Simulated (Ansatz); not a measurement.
**NbPC (P4/nmm): the Drude term of Re ε in the infrared**

Re ε of NbPC (P4/nmm) along x at low photon energies is read from one computed spectrum; the carriers' damping was typed as γ = 0.03 eV. x, y and z are the Cartesian axes of the input cell.

The structure is tetragonal, space group P4/nmm (No. 129). The conventional cell has a = 3.213 Å, b = 3.213 Å, c = 7.106 Å, α = 90.00°, β = 90.00°, γ = 90.00°. Nb on site c is surrounded by 4 C at 2.29 Å and 4 P at 2.57 Å. P on site c has 5 Nb at 2.57 to 2.65 Å and 4 P at 2.70 Å as nearest neighbours. C on site a has 4 C at 2.27 Å and 4 Nb at 2.29 Å as nearest neighbours.

Method: Ansatz 0.2.0, PBE, independent particles, k-mesh 10×10×5 with interpolation inside its cells, Gaussian parameter 0.15 eV.

Launch of the response step: `ansatz run input.yaml --threads 2 --pin off --max-ram 5120MiB --backend cpu --events-out ev --progress --plain --runs-dir out`. The run took 2.8 min, on 2 threads of Arm Neoverse V1, with other jobs on the host.

```tsv
photon energy E (eV)	wavelength (µm)	Re ε
0.25	4.96	-236.1
0.30	4.13	-164.5
0.35	3.54	-121.1
0.40	3.10	?
0.50	2.48	-57.0
0.60	2.07	-33.7
0.70	1.77	-17.4
```

A Drude term over a constant background gives Re ε = ε_b − ωp²/(E² + γ²), linear in 1/(E² + γ²).

Working, on the rows shown:

| x = 1/(E² + γ²) (eV⁻²) | y = Re ε |
| --- | --- |
| 15.7729 | -236.1 |
| 11.0011 | -164.5 |
| 8.10373 | -121.1 |
| 3.98565 | -57 |
| 2.77085 | -33.7 |
| 2.03707 | -17.4 |

Means: x̄ = 7.2785, ȳ = -104.97. Σ(x − x̄)(y − ȳ) = -2287, Σ(x − x̄)² = 145.3. Slope = -2287 / 145.3 = -15.74; intercept = ȳ − slope · x̄ = 9.5747. The line misses the rows shown by at most 5.1.

What does the fit predict for the withheld row, and how well does it do?

At x = 6.215 the line gives y = -88.23. The run gave -92.6, so the interpolation is off by 4.4, 2.0 % of the range in the table.

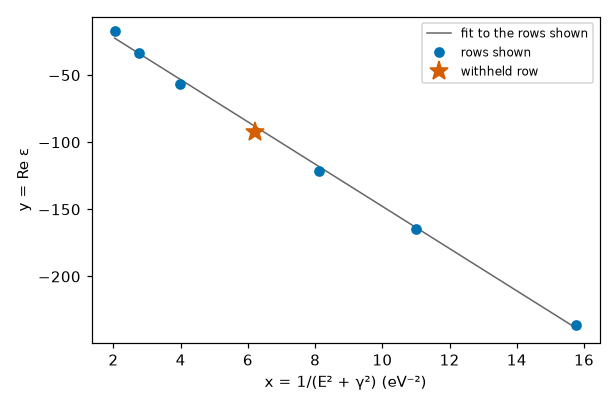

Refitted with all rows, the slope is -15.71 and the intercept 8.7564. These give ωp = √(−slope) = 3.96 eV, against 4.15 eV from the program's Fermi-surface sum, and an intercept of 8.8. Taking the program's Drude term off the rows leaves 36 at the lowest energy and 18 at the highest, so the background isn't constant: interband transitions lie in or near the window, and neither fitted number can be trusted. The structure is a model and need not exist. The values come from a sum over the points of one k-mesh and carry its error, which is largest for Fermi-surface quantities. Spin-orbit coupling is left out.

[Logs are printed without paths, hosts, clocks, repeated set-up lines and the standing remarks that a program may print on its own settings, such as how far it seeks lower states.]
